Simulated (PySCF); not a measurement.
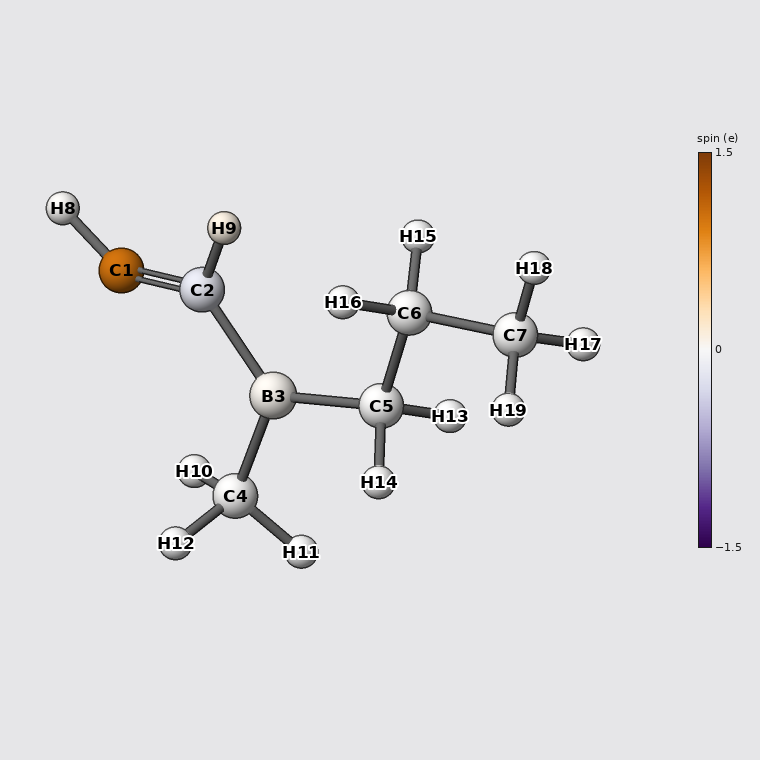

Atoms are coloured by their Mulliken spin populations. The species is neutral and a spin doublet. Computed geometry: GFN2-xTB optimisation. No frequency run is at hand to confirm it as a minimum. Method: UKS B3LYP, pcH-1 on B C H, non-relativistic (PySCF 2.14.0).

List the Mulliken spin populations.

```csv
atom,value (e)
C1,1.01
C2,−0.17
B3,0.04
C4,0.01
C5,0.00
C6,0.00
C7,0.00
H8,0.01
H9,0.10
H10,0.00
H11,0.00
H12,0.00
H13,0.00
H14,0.00
H15,0.00
H16,0.00
H17,0.00
H18,0.00
H19,0.00
```

Mulliken values depend strongly on the basis set. The geometry is semi-empirical. Around B such bond lengths and angles can be off by a tenth of an ångström or more and by several degrees, and values that hang on the shape move with them.
